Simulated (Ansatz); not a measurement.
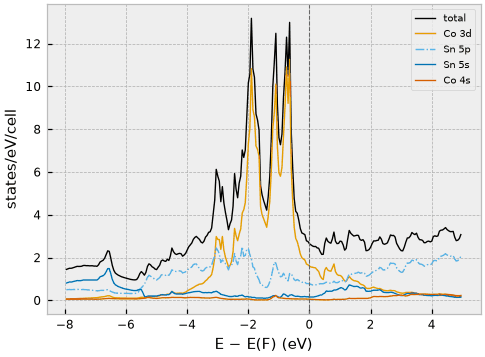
Figure. Total and projected density of states of CoSn2 in space group I4/mcm (No. 140; Co on 4a, Sn on 8h), the program Ansatz at the r²SCAN level (PAW)

Q: Which orbitals carry the states next to the Fermi level?

A: Within 0.5 eV of the Fermi level: Co 3d 61 %, Sn 5p 28 %, Sn 5s 7 %. Projections are on Löwdin-orthogonalised atomic valence shells; empty p or d shells of many metals are not among them.

Q: Where is the tallest occupied peak in this window, and what makes it?

A: Near -1.9 eV, about 13 states/eV per cell; the largest projected share is Co 3d.

The workflow started from a Materials Project entry (that database holds measured and hypothetical structures alike); the Crystallography Open Database files this formula in space group No. 140, but the cells were not matched. Whether it is the stable phase at ambient conditions was not checked. The cell was relaxed with r²SCAN under the symmetry of its start; whether a distortion lowers the energy is not shown. No spin polarisation was allowed. Scalar-relativistic: spin–orbit coupling is off unless named, which matters more the heavier the elements.

Potentials: the later of the program's two PAW sets.
